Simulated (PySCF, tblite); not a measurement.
Molecule: CH₉ClOSi₃, SMILES C[Si@H]([SiH3])O[SiH2]Cl.

```xyz
15

C     -1.3163    -1.6479    -0.1877
Si    -0.4083    -0.3129     0.8215
Si    -1.1861     1.8264     0.4286
O      1.1751    -0.3676     0.3675
Si     2.4477    -0.1599    -0.5872
Cl     2.0824     1.3724    -1.8370
H     -1.3882    -1.3751    -1.2383
H     -2.3270    -1.7933     0.1823
H     -0.8045    -2.6058    -0.1351
H     -0.2882    -0.7685     2.2147
H     -2.4096     2.0821     1.1990
H     -1.5286     2.0680    -0.9789
H     -0.2283     2.8701     0.8084
H      2.6262    -1.3710    -1.3747
H      3.5493     0.1909     0.2950
```

GIAO shifts, PBE0/pcSseg-1 with PySCF, at a GFN2-xTB geometry (a minimum by its frequencies), against TMS for ¹³C and H₂O for ¹⁷O computed at the same level (¹⁷O: a single water molecule, while the usual scale starts at liquid water and gives values some tens of ppm lower). Gas phase, fully decoupled, line heights follow the number of nuclei, widths are arbitrary (no quadrupolar broadening); values of one conformer, averaged over methyl-type rotors and exact or near symmetry; other conformers aren't averaged in.

**How many ¹³C lines appear, and where?**

1 signal.


```tsv
δ (ppm)	nuclei	atoms
3.6	1	C1
```

**Predict the ¹⁷O spectrum.**

1 signal.


```tsv
δ (ppm)	nuclei	atoms
64.3	1	O4
```

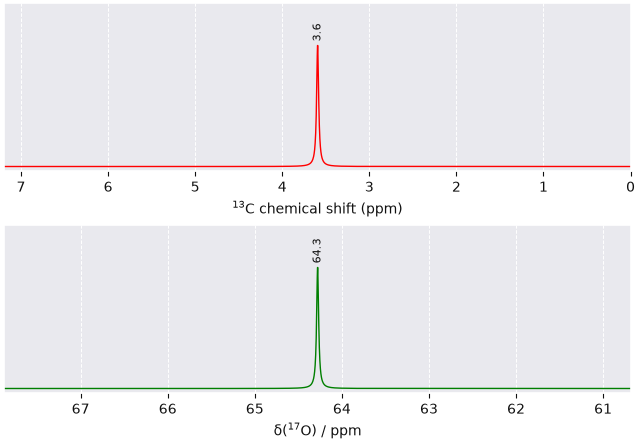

Caveats: the tight-binding geometry is rougher than a DFT one and adds to the error.
